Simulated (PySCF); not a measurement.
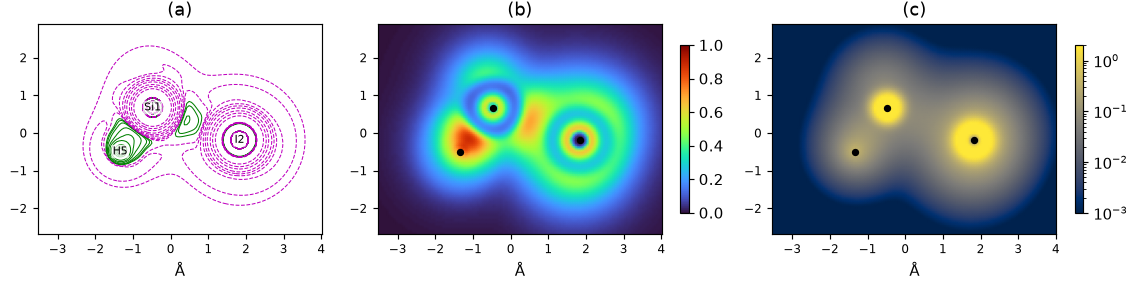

H$_{3}$ISi. Three fields in the plane of Si1, I2 and H5. (a): solid green lines positive, dashed magenta lines negative.

Method: PBE/def2-TZVP; geometry: GFN2-xTB; program: PySCF. Core potentials replace the inner electrons of I; spin–orbit coupling isn't included. No frequency check shows the geometry to be a minimum. GFN2-xTB bond lengths at metals and heavier atoms can be off by up to 0.1 Å and shapes distorted, which carries into these values.

### The panels show, in some order, the negative Laplacian of the density (−∇²ρ), localised orbital locator (LOL) and electron density. Which is which?

(a) is the negative Laplacian of the density (−∇²ρ): shells alternate in sign around each nucleus and valence concentrations outline the bonding and non-bonding pairs. (b) is the localised orbital locator (LOL): it runs from 0 to 1, peaks where electrons are localised, as in bonds, and fades smoothly outside. (c) is the electron density: it is positive everywhere and peaks at the nuclei.
